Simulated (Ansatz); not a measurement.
**InNH2Cl (SMILES [NH2][In][Cl]) at U-wB97X/def2-SVP (core potential)**

Aim: the vertical ionisation energy of InNH2Cl at U-wB97X/def2-SVP (core potential), from 2 runs. 

The results are computed with Ansatz 0.2.0.

53 further runs of the same task are left out: 53 set aside as unsound or not needed.

**1. The structure to begin with**

InNH2Cl: 5 atoms, total charge 0, spin state doublet. As SMILES, `[NH2][In][Cl]`. The shape is that of a PBE0-D4/def2-TZVP optimisation. This is one conformer, not always the lowest.

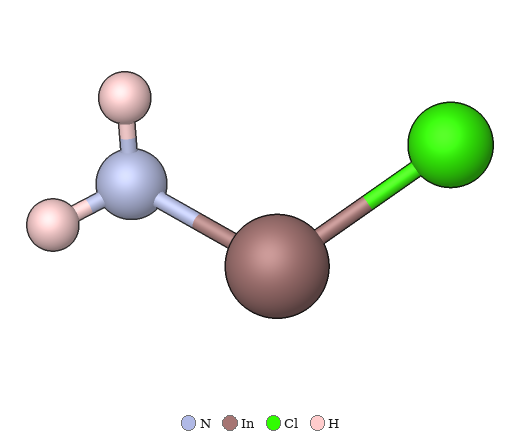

Viewed from a chosen angle; nitrogen light blue, indium brown, chlorine green, hydrogen pink.

**2. A single-point energy at U-wB97X/def2-SVP (core potential)**

input.yaml reads:

```yaml
crystal:
  periodic: [false, false, false]
  atoms:
    - symbol: N
      position_ang: [-0.142600, 0.808600, -0.493900]
    - symbol: In
      position_ang: [-0.411600, -1.217800, -0.153300]
    - symbol: Cl
      position_ang: [1.391500, -2.211500, 1.018700]
    - symbol: H
      position_ang: [-0.999700, 1.283800, -0.756700]
    - symbol: H
      position_ang: [0.212300, 1.263200, 0.343800]
basis:
  gaussian: {orbitals: def2-SVP}
hamiltonian: {xc: {name: wB97X}}
magnetization: {spin_polarized: true, initial_magnetization: 1}
output: {orbitals: {seedname: orbitals}}
accuracy: high
```

Launch:

```sh
$ ansatz run input.yaml --threads 1 --pin off --max-ram 3480MiB --events-out events.jsonl --progress --plain --runs-dir runs
```

The program printed:

```text
Warning: RAYON_NUM_THREADS=1 ignored (pool sized by the plan → 1); use --threads N
Functional definition: wB97X
  name "wB97X"
  parameter omega = 0.3/bohr
  parameter cx = 0.157706
  parameter cx1 = 0.726479
  parameter cx2 = 1.04760
  parameter cx3 = -5.70635
  parameter cx4 = 13.2794
  parameter css1 = -4.33879
  parameter css2 = 18.2308
  parameter css3 = -31.7430
  parameter css4 = 17.2901
  parameter cos1 = 2.37031
  parameter cos2 = -11.3995
  parameter cos3 = 6.58405
  parameter cos4 = -3.78132
  exchange = spin_sum(e_x_unif_sr(omega)*poly(b97_u_x, 1 - cx, cx1, cx2, cx3, cx4)) + cx*exact_x_sr(omega)
      + exact_x_lr(omega)
  correlation = spin_sum(e_c_pw_same_spin*poly(b97_u_same, 1, css1, css2, css3, css4))
      + integral(e_c_pw_opposite_spin*poly(b97_u_opposite, 1, cos1, cos2, cos3, cos4))
1544 factors; integrals over basis functions are off by at most 3.3e-9 eV
320 factors; integrals over basis functions are off by at most 2.1e-9 eV
mean field evaluation 1: about -19209.6822 eV, gradient 3.4e1 eV
mean field evaluation 2: about -19206.2809 eV, gradient 4.3e1 eV
mean field evaluation 4: about -19215.1098 eV, gradient 1.5e0 eV
mean field evaluation 8: about -19215.1786 eV, gradient 1.7e-1 eV
mean field evaluation 16: about -19215.1796 eV, gradient 3.7e-3 eV
mean field evaluation 32: about -19215.1796 eV, gradient 6.7e-8 eV
mean field -19215.17955210 eV, -706.1448240232 hartree, gradient 6.7e-8 eV, S^2 0.759650; 0 other end points of the search recorded, 0 dependent functions left out
reference -19215.17954910 eV, -706.1448239130 hartree; 24, 23 occupied and 44, 45 virtual orbitals, 1544 factors
Total energy: -19215.17954910 eV, -706.1448239130 hartree
```

Run time: 47 s. Hardware: 1 thread of Arm Neoverse V1, shared host; peak memory 0.7 GiB.

**3. The singlet cation at the same level**

molecule.yaml reads:

```yaml
crystal:
  periodic: [false, false, false]
  atoms:
    - {symbol: "N", position_ang: [-0.142600, 0.808600, -0.493900]}
    - {symbol: In, position_ang: [-0.411600, -1.217800, -0.153300]}
    - {symbol: Cl, position_ang: [1.391500, -2.211500, 1.018700]}
    - {symbol: H, position_ang: [-0.999700, 1.283800, -0.756700]}
    - {symbol: H, position_ang: [0.212300, 1.263200, 0.343800]}
basis:
  gaussian:
    orbitals: def2-SVP
output: {orbitals: {seedname: orbitals}}
hamiltonian:
  xc: {name: wB97X}
accuracy: high
magnetization:
  spin_polarized: false
total_charge: 1
```

Launch:

```sh
$ ansatz run molecule.yaml --threads 1 --pin off --max-ram 3480MiB --events-out events.jsonl --progress --plain --runs-dir runs
```

The program printed (excerpt; [...] marks lines left out):

```text
Warning: RAYON_NUM_THREADS=1 ignored (pool sized by the plan → 1); use --threads N
[... 2 set-up lines as earlier in the session ...]
[...]
      + exact_x_lr(omega)
[...]
      + integral(e_c_pw_opposite_spin*poly(b97_u_opposite, 1, cos1, cos2, cos3, cos4))
1543 factors; integrals over basis functions are off by at most 3.3e-9 eV
320 factors; integrals over basis functions are off by at most 2.1e-9 eV
[...]
mean field -19206.68483204 eV, -705.8326488187 hartree, gradient 6.3e-8 eV, S^2 0.000000; 0 other end points of the search recorded, 0 dependent functions left out
reference -19206.68482876 eV, -705.8326486984 hartree; 23, 23 occupied and 45, 45 virtual orbitals, 1543 factors
Total energy: -19206.68482876 eV, -705.8326486984 hartree
```

It took 23 s on 1 thread of Arm Neoverse V1, shared host; peak memory 0.39 GiB.

**4. What came out**

Level: U-wB97X/def2-SVP (core potential).

| quantity | value |
| --- | --- |
| doublet InNH2Cl: total energy | -706.14482 Eh |
| doublet InNH2Cl: HOMO energy (highest over α and β) | -8.29 eV |
| doublet InNH2Cl: LUMO energy (lowest over α and β) | -2.13 eV |
| doublet InNH2Cl: ⟨S²⟩ | 0.760 |
| singlet cation: total energy | -705.83265 Eh |
| singlet cation: HOMO energy | -16.00 eV |
| singlet cation: LUMO energy | -8.70 eV |
| singlet cation: HOMO–LUMO gap | 7.30 eV |
| vertical ionisation energy (to the singlet cation) | 8.495 eV |

What this shows: The vertical ionisation energy comes to 8.49 eV (820 kJ/mol). Only the singlet of the ionised species was computed; a triplet could lie lower.
